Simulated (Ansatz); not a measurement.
We consider hcp Ti, described by r²SCAN in Ansatz (PAW).

Run with plane-wave cutoff 560 eV, 24×24×12 k mesh (along the axes of the cell as run), Fermi–Dirac smearing 0.05 eV, no spin polarisation, scalar-relativistic PAW data made under PBE.

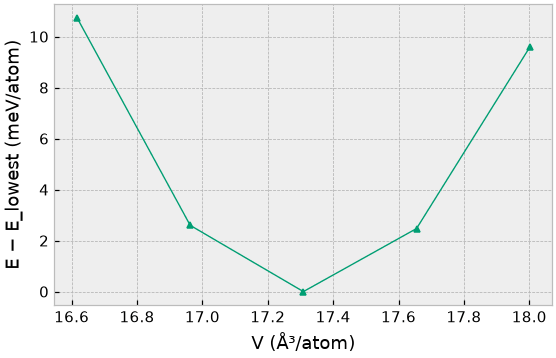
Figure: Total energy against volume

### Question
From the curve, estimate the equilibrium volume and the bulk modulus.

### Answer
V0 ≈ 17.3 Å³/atom and B0 ≈ 120 GPa; the fit gives V0 = 17.308 Å³/atom, B0 = 117 GPa, B′ = 3.5.

Shape and atoms are relaxed at each volume.

Measured, for comparison: bulk modulus 108 GPa (zero-point energy and finite temperature contributions removed; as tabulated in doi:10.1021/acs.jctc.3c00612). Computed (rounded) less measured: bulk modulus +8 %.

Note: the bulk modulus comes from volumes at which shape and atoms were relaxed.

Static lattice: no zero-point or thermal effects.

Ansatz is an electronic-structure program.
